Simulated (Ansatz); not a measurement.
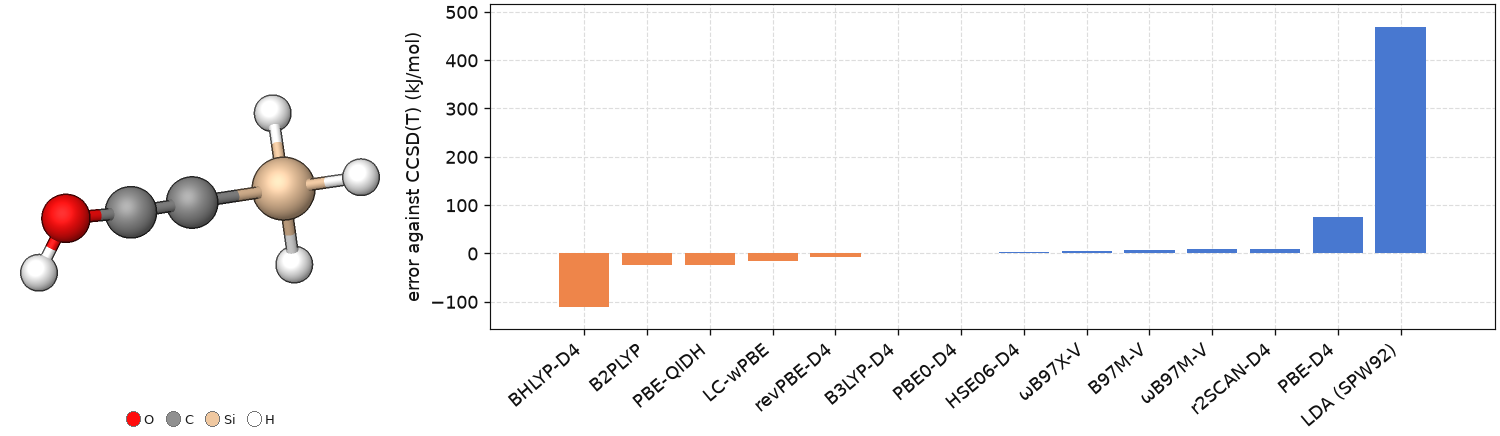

Error in the electronic atomisation energy (method less reference, so positive means overbinding) of C₂H₄OSi (ynol-type tautomer), SMILES OC#C[SiH3]: functionals in def2-TZVPP against frozen-core CCSD(T) at the limit (MP2 extrapolated from triple and quadruple zeta, plus CCSD(T) less MP2 in a smaller set), which gives 3010.0 kJ/mol, at a PBE0-D4/def2-TZVP geometry (a minimum by its frequencies), no zero-point or spin-orbit term, the Ansatz code. The reference leaves out core correlation, a term that grows with the number of heavy atoms. B2PLYP and PBE-QIDH hold a correlation term that converges slowly with the basis, so part of the distance to the limit is basis error. No dispersion term is added to B2PLYP, PBE-QIDH and LC-wPBE.

**What range do the values span?**

From −111.1 kJ/mol (BHLYP-D4) to 469.4 kJ/mol (LDA (SPW92)).

**Which of these levels overbind, and which underbind?**

Overbind: PBE-D4 and LDA (SPW92). Underbind: BHLYP-D4, B2PLYP and PBE-QIDH. Within 20 kJ/mol of zero, too close to call in view of what the reference leaves out: LC-wPBE, revPBE-D4, B3LYP-D4, PBE0-D4, HSE06-D4, ωB97X-V, B97M-V, ωB97M-V and r2SCAN-D4.
